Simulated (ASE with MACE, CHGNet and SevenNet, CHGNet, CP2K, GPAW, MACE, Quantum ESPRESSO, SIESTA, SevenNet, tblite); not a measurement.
## Machine-learned potentials on W(110)/C(100) interface (96 atoms): settings against a plane-wave reference

Aim: run W(110)/C(100) interface (96 atoms) in machine-learned potentials and see how near its forces come to a plane-wave reference, and at what cost.

Program: ASE with MACE, CHGNet and SevenNet. Level of theory: the method is named at each step. Results are calculated unless marked as measured.

### 1. The structure

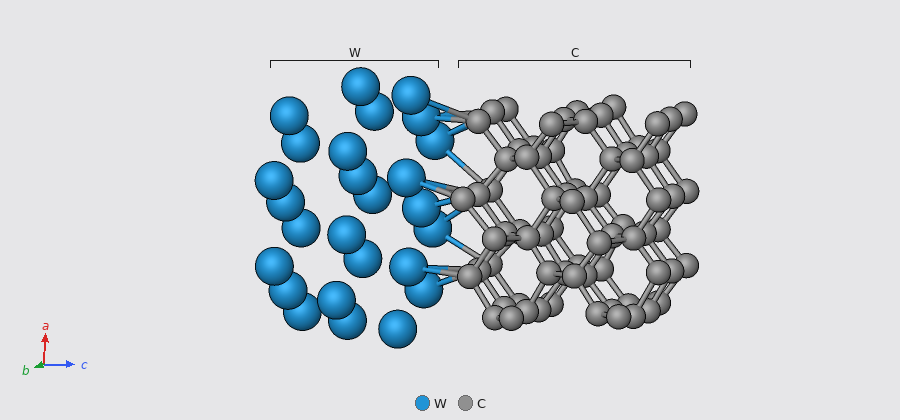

The starting structure, seen from the side, with the c axis across the page (tungsten blue, carbon grey). Bonds to atoms that aren't drawn are left out. Some periodic images of atoms are drawn too.

The cell holds 96 atoms: 24 W and 72 C. Cell: a = 7.976 Å, b = 7.567 Å, c = 24.830 Å, α = 90.0°, β = 90.0°, γ = 108.4°. Bcc W(110), 3 repeat layers, 8 surface cells, strained +2.88 and -2.40 %; diamond-structure C(100), 4 layers, 9 cells, +0.00 and -0.00 %; outer planes 2.12 Å apart, 12 Å of vacuum above; not relaxed, displaced by a Gaussian of 0.02 Å. Then every atom was moved at random, 0.05 Å r.m.s. a Cartesian component. Regions: W, 24 atoms (24 W); C, 72 atoms (72 C). Vacuum lies along c.

The yardstick, on the same geometry:

* method: Kohn-Sham DFT, PBE, SSSP efficiency 1.3.0 pseudopotentials, plane waves (Quantum ESPRESSO 7.5); sssp-pbe-1.3.0-efficiency, cutoffs 45/360 Ry, Γ point
* r.m.s. force component: 2.367 eV/Å
* longest force: 9.886 eV/Å
* time: 9.1 min on 4 MPI ranks of Arm Neoverse V1, shared host
* CPU time: 37 min

### 2. MACE MPA-0 medium potential

Method: machine-learned interatomic potential MACE MPA-0 medium, trained on PBE(+U) plane-wave data.

The input, run.py:

```python
import numpy as np
from ase.io import read
import mlip  # loads the published weights by name

atoms = read("structure.xyz")
atoms.calc = mlip.calc("mace-mpa-0-medium")
energy = atoms.get_potential_energy()
forces = atoms.get_forces()
print(f"energy {energy:.6f} eV")
print("forces (eV/A)")
for i, (a, f) in enumerate(zip(atoms, forces)):
    print(f"{i:4d} {a.symbol:2s} {f[0]:10.5f} {f[1]:10.5f} {f[2]:10.5f}")
```

The input, structure.xyz:

```xyz
96
Lattice="7.97610 0.00000 0.00000 -2.39279 7.17840 0.00000 0.00000 0.00000 24.82973" Properties=species:S:1:pos:R:3 pbc="T T T"
W 0.14877 5.41424 5.99588
W 1.50225 4.46159 8.18115
W 0.18949 5.35523 10.47442
W 2.86806 6.18735 5.96584
W 4.11520 5.33743 8.21665
W 2.95698 6.36925 10.41483
W 0.07289 2.63024 5.99290
W 1.39284 1.82819 8.28792
W 0.14786 2.71975 10.54668
W 2.80982 3.64167 5.92710
W 4.00863 2.62902 8.11485
W 2.65542 3.66027 10.48187
W 5.51772 4.53919 6.05051
W -1.21559 3.69824 8.23031
W 5.53384 4.53101 10.46499
W 0.03220 0.08119 6.04927
W -1.18196 6.15002 8.26880
W 5.58204 7.09391 10.54320
W 2.65911 0.91252 5.99886
W 4.04378 0.08406 8.17519
W 2.68825 0.95717 10.40937
W 5.31476 1.78706 5.97676
W 6.65502 0.94159 8.23677
W 5.42364 1.92058 10.49230
C 0.48485 3.94274 12.57030
C 0.05420 1.06348 13.46218
C -0.41529 2.32315 14.35953
C 0.73586 2.73124 15.25762
C 1.20108 1.54996 16.23293
C -0.79134 3.63722 17.04387
C -0.40103 2.27318 18.00975
C 0.85988 2.68580 18.79412
C 1.33488 1.49863 12.49531
C -1.64238 5.86683 13.54189
C 0.38608 0.01113 14.34140
C 1.56833 0.40156 15.26259
C -0.31841 6.34535 16.21630
C 0.03556 1.24409 17.15436
C -1.91121 7.16289 17.92235
C 1.68669 0.27881 18.84055
C -0.34961 6.25878 12.69966
C -0.72066 3.58453 13.43065
C -1.11104 4.69130 14.37492
C 0.06610 5.25401 15.15756
C 0.36210 3.90182 16.12219
C -1.51638 6.04349 17.02277
C -1.21664 4.62310 17.94941
C 0.14943 5.13349 18.79958
C 6.09720 3.12928 12.58048
C 5.60174 0.41025 13.53344
C 5.22735 1.55951 14.37914
C 6.40995 1.95389 15.20002
C 6.93742 0.75359 16.19296
C 4.81736 2.69807 17.06746
C 5.24003 1.61406 17.91291
C 6.43738 1.85533 18.78369
[... 36 atom lines left out ...]
C 3.52935 2.29974 16.12666
C 1.58969 4.38593 17.05058
C 2.02154 3.10473 17.88039
C 3.18350 3.52991 18.83683
```

The run is started by

```bash
> OMP_NUM_THREADS=1 python run.py > output.txt
```

The log of the run:

```text
energy -895.836091 eV
forces (eV/A)
   0 W     0.32588   -0.21113    0.77945
   1 W    -0.60247    0.82952    0.01720
   2 W    -0.04085    0.57235    1.60279
   3 W     0.10488    1.07559    0.64138
   4 W     0.74753    0.76433   -0.14363
   5 W    -1.28983   -0.16333    1.66815
   6 W     0.03380    0.91748    0.73812
   7 W    -0.62455   -0.82921   -0.78917
   8 W    -0.05684   -0.66562    1.00073
   9 W    -0.47873   -0.64763    0.62503
  10 W     1.07045    1.56518    1.26766
  11 W     1.96300   -0.11458    1.13921
  12 W    -0.31087   -0.49295    0.07745
  13 W     0.05325   -3.01411   -0.20854
  14 W    -0.74245   -0.37769    1.77975
  15 W    -0.49429   -0.66482    0.45424
  16 W     1.29422    3.47170   -0.27104
  17 W    -0.35556    1.65610    0.77455
  18 W     0.01471   -0.20255    0.51764
  19 W    -1.18818   -2.00802    0.34177
  20 W     0.27068   -0.13328    1.72538
  21 W     0.53716    0.05221    0.43870
  22 W     0.35959   -0.36594    0.24112
  23 W    -0.45903   -1.18993    0.68811
[...]
88 C    -1.25730   -0.36884    0.94765
  89 C     1.02068    3.96360   -2.93041
  90 C     0.76835   -0.36578   -2.75204
  91 C     0.69199   -4.21843   -2.06733
  92 C     5.83819    2.71016   -2.24655
  93 C    -0.02195   -2.13790   -0.85450
  94 C     0.05340    2.06543    2.71128
  95 C     0.29625    0.58150   -2.02644
```

Wall time 11 s (1 thread of Arm Neoverse V1, shared host); peak memory 1.3 GiB.

Banners, paths, timers and routine set-up lines are dropped from the logs unmarked, and long logs keep their key lines alone; longer cuts are marked.

Compared with the plane-wave run:

| Property | Result |
| --- | --- |
| r.m.s. force component | 1.903 eV/Å |
| r.m.s. difference of force components | 613.1 meV/Å |
| longest difference of force vectors | 2451 meV/Å |
| force difference over r.m.s. force | 25.9 % |
| slope of forces against the reference's | 0.7896 |
| correlation of force components | 0.9822 |

Length of the force difference by element (eV/Å):

```csv
element,atoms,mean,most
C,72,0.85,1.6
W,24,1.2,2.5
```

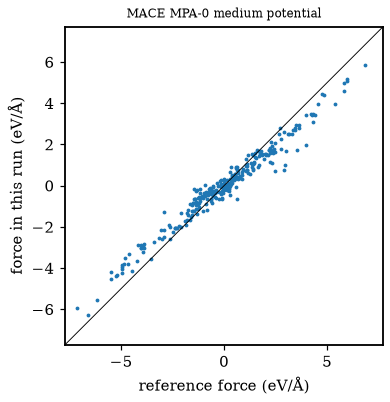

Force components against those of the reference; the line marks equality.

Local excerpt of 11 atoms (numbers count through the whole input) about C32, picked at random; x, y, z are measured from there.

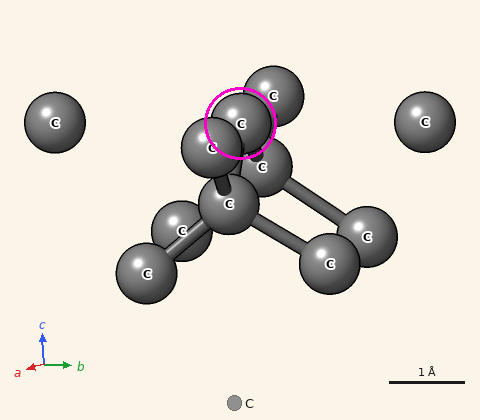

The atoms of the table, within 2.6 Å (arrows a, b, c point along x, y, z); some may hide others; the central atom is ringed.

```csv
atom,x,y,z,distance (Å),Fx,Fy,Fz (eV/Å)
C32,0.00,0.00,0.00,0.00,-0.02,0.14,-1.38
C95,1.16,0.42,-0.91,1.54,0.05,2.07,2.71
C31,-1.26,-0.41,-0.78,1.54,1.08,3.10,1.93
C38,-0.82,-1.44,-1.64,2.33,1.73,-3.95,-3.58
C96,2.32,0.84,0.04,2.47,0.30,0.58,-2.03
C56,-2.40,-0.83,-0.01,2.54,-0.88,-0.58,-0.75
C78,1.66,-0.62,-1.82,2.54,-6.30,-5.54,3.42
C94,0.73,1.70,-1.74,2.54,-0.02,-2.14,-0.85
C40,0.83,-2.41,0.05,2.55,-0.63,0.42,-2.06
C48,-0.71,2.45,0.01,2.55,-4.14,-0.93,0.03
C30,-1.65,0.95,-1.75,2.59,0.03,-4.53,-1.91
```

Atoms are counted from 1 here, from 0 in the log.

Forces lie 26 % from the reference's, at 0.0049 times its CPU time (on 1 against 4 cores).

### 3. CHGNet r2SCAN potential

Method: machine-learned interatomic potential CHGNet r2SCAN, trained on r2SCAN plane-wave data.

run.py: that of step 2 with these lines changed.

```diff
@@ -5,3 +5,3 @@
 atoms = read("structure.xyz")
-atoms.calc = mlip.calc("mace-mpa-0-medium")
+atoms.calc = mlip.calc("chgnet-r2scan")
 energy = atoms.get_potential_energy()
```

structure.xyz is that of step 2.

The log of the run:

```text
CHGNet vr2scan initialized with 412,525 parameters
CHGNet will run on cpu
energy -1882.007812 eV
forces (eV/A)
   0 W     0.37654   -0.12930    0.64582
   1 W    -0.25778    0.35351   -0.34001
   2 W     0.01808    0.38041    2.37972
   3 W     0.06732    0.86268    0.70870
   4 W     0.04600    0.26352   -0.24996
   5 W    -0.76437   -0.08688    2.29395
   6 W    -0.00704    0.68639    0.82187
   7 W    -0.32882   -0.38577   -0.58751
   8 W    -0.02425   -0.01827    1.96042
   9 W    -0.34008   -0.50639    0.52169
  10 W     0.42882    0.67194    0.44655
  11 W     1.19195    0.21077    2.38088
  12 W    -0.30501   -0.30177    0.01737
  13 W     0.18810   -1.36251   -0.33420
  14 W    -0.37965   -0.36188    2.53272
  15 W    -0.47765   -0.52981    0.49338
  16 W     0.54750    1.45134   -0.25609
  17 W    -0.32159    0.72131    1.79766
  18 W     0.03424   -0.08534    0.51392
  19 W    -0.39071   -0.76221   -0.00971
  20 W     0.08848   -0.08046    2.21906
  21 W     0.51981   -0.08822    0.58477
  22 W     0.17481    0.03303   -0.13574
  23 W    -0.12716   -0.12146    1.82851
[...]
88 C    -1.26515   -0.09575    0.80178
  89 C     2.22112    3.99600   -3.73795
  90 C     0.89585   -0.20256   -2.66086
  91 C     0.86266   -3.78420   -1.72831
  92 C     5.63863    3.01627   -1.58700
  93 C    -0.24989   -2.19643   -0.72091
  94 C     0.33039    2.15596    3.02321
  95 C    -0.16995    0.49529   -1.88519
```

Elapsed: 6.9 s, on 1 thread; peak memory 3.6 GiB.

Numbers from this run, and their distance from the reference:

```
r.m.s. force component                  : 1.941 eV/Å
r.m.s. difference of force components   : 675.8 meV/Å
longest difference of force vectors     : 3276 meV/Å
force difference over r.m.s. force      : 28.55 %
slope of forces against the reference's : 0.7953
correlation of force components         : 0.9701
```

Against the first run (26 %), the force difference from the reference is 29 %, at 0.64 times the CPU time; this potential was trained at another functional than the reference's, which explains only part of so large a difference.

### 4. SevenNet l3i5 potential

Method: machine-learned interatomic potential SevenNet l3i5, trained on PBE(+U) plane-wave data.

run.py: that of step 3 with these lines changed.

```diff
@@ -5,3 +5,3 @@
 atoms = read("structure.xyz")
-atoms.calc = mlip.calc("chgnet-r2scan")
+atoms.calc = mlip.calc("7net-l3i5")
 energy = atoms.get_potential_energy()
```

structure.xyz is that of step 3.

The log of the run:

```text
energy -884.916748 eV
forces (eV/A)
   0 W     0.60182   -0.69789    0.01841
   1 W    -0.61998    0.89917   -0.10871
   2 W    -0.31265    0.08360    4.11022
   3 W     0.30485    2.48407    0.27923
   4 W     0.25710    0.58572   -0.31261
   5 W    -1.56336   -0.30205    4.47216
   6 W     0.24230    2.00985    0.48737
   7 W    -0.49235   -0.56165   -0.66999
   8 W     0.88597    0.06022    3.67700
   9 W    -0.74041   -1.84398    0.15613
  10 W     0.68335    1.49175    1.27981
  11 W     1.50339   -0.07557    4.30117
  12 W    -0.50364   -0.46322   -1.55312
  13 W     0.64828   -3.10740    0.12234
  14 W    -0.08773   -0.18457    4.25050
  15 W    -1.06785   -1.67340   -0.01161
  16 W     0.65432    3.17438   -0.00204
  17 W    -0.78681    0.10528    4.19072
  18 W     0.19787    0.23496   -0.24923
  19 W    -0.69052   -1.89030    0.25093
  20 W    -0.24355    0.23438    4.12374
  21 W     0.74897   -0.35890   -0.01965
  22 W     0.43721   -0.10152   -0.22384
  23 W     0.19721   -0.01129    4.20835
[...]
88 C    -1.66874   -0.11844    0.11947
  89 C     1.06928    4.47528   -4.27796
  90 C     1.47098   -0.50572   -3.42057
  91 C     1.47939   -5.01438   -1.70783
  92 C     6.80532    2.63628   -3.29388
  93 C     0.01358   -2.52373    0.10457
  94 C    -0.15244    2.53856    1.54658
  95 C     0.18627    0.97333   -1.37260
```

It took 15 s on 1 thread; peak memory 2.2 GiB.

Numbers from this run, and their distance from the reference:

* r.m.s. force component: 2.388 eV/Å
* r.m.s. difference of force components: 758.9 meV/Å
* longest difference of force vectors: 3229 meV/Å
* force difference over r.m.s. force: 32.05 %
* slope of forces against the reference's: 0.9573
* correlation of force components: 0.9491

Against the first run (26 %), the force difference from the reference is 32 %, at 1.4 times the CPU time.

### 5. Side by side

Differences are against the plane-wave reference, forces as r.m.s. over components; share is that over the reference's r.m.s. force, slope the least-squares factor from reference forces to these. Total energies of different programs have different zeros and aren't compared.

```csv
run,"Δ force, r.m.s. (meV/Å)",share (%),slope,cores,CPU time,memory (GiB)
reference,-,-,-,4,37 min,4.9
MACE MPA-0 medium potential,613,25.9,0.790,1,11 s,1.3
CHGNet r2SCAN potential,676,28.5,0.795,1,6.8 s,3.6
SevenNet l3i5 potential,759,32.1,0.957,1,15 s,2.2
```

Times of the machine-learned potentials are mostly Python's start and the loading of weights.

CPU time is summed over cores on a shared host, where runs went side by side, so it is rough. Symmetry, cutoffs, thresholds, outputs and thread counts weren't matched or tuned between programs; memory under MPI is the largest rank's times the ranks.

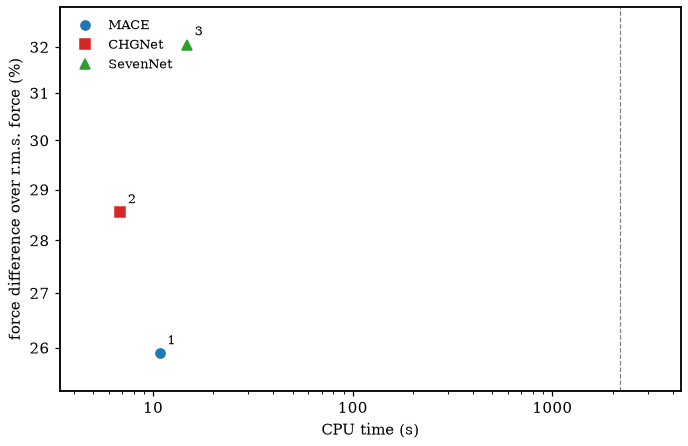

Force difference against CPU time; the dashed line marks the reference's time. Points: 1 MACE MPA-0 medium potential; 2 CHGNet r2SCAN potential; 3 SevenNet l3i5 potential.

### 6. Outcome

```
nearest in forces : MACE MPA-0 medium potential, 26 %
its CPU time      : 11 s
```

Machine-learned potentials differ by 26 % (MACE MPA-0 medium potential) to 32 % (SevenNet l3i5 potential); they were trained on other programs' data, some at another functional. Among those trained on PBE data the slope goes as low as 0.79, which softening far from their training structures can give, though the reference's k-sampling is untested too. Machine-learned potentials mimic data converged in k, so the reference's own k-point error enters their differences. The host structure and its lattice constant were typed by rule, without a check against the phase diagram. The electronic-structure runs sample only Γ, in a cell whose shortest periodic width is 7 Å, which is coarse for a cell with partly filled levels. Spin–orbit coupling is left out, which matters for the levels of the heavy elements.

[Also dropped from logs without a mark: logging warnings of Python, and SIESTA's first energy breakdown and zero terms.]

[Logs are printed without paths, hosts, clocks, repeated set-up lines and the standing remarks that a program may print on its own settings, such as how far it seeks lower states.]

[Hosts, paths, dates, database ids (printed as entryN), source tags and the programs' standing remarks are cut or masked in the printed files.]
